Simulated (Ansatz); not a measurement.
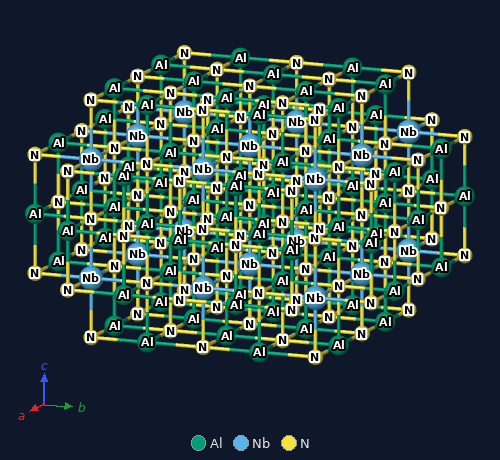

NbAl3N4 (space group Pm-3m, No. 221). Coordinates: the end point of a relaxation with DFT PBE, scalar-relativistic, plane waves, PAW in Ansatz; the starting structure was generated, so it need not be a known form of this composition.

Bonds are taken as Al–N below 2.4 Å and N–Nb below 2.4 Å. The graph is simplified in the usual way: terminal and isolated atoms are pruned, two-connected atoms become edges.

What kind of net remains, and which atoms are its nodes?

A uninodal 6-connected, three-periodic net: Al, Nb and N are 6-connected nodes.

Name the underlying net.

It is the pcu net, known from NaCl, ReO3 and the B-X framework of perovskite.

Is the net interpenetrated?

It is a single net, without interpenetration.

How many nodes does the smallest cycle have?

Four.

Give the point symbol of each node (shortest cycle at each angle).

Al, Nb and N: 4^12.6^3.

The simplified net, drawn on the atoms' positions. Nodes are coloured by element. Short stubs are edges that leave the cut-out.

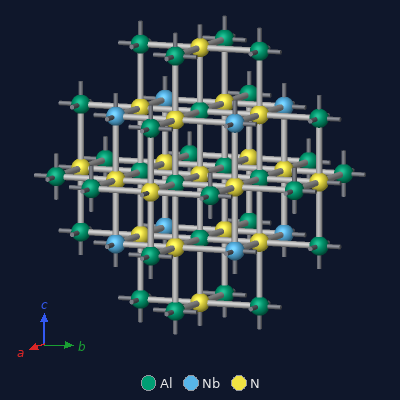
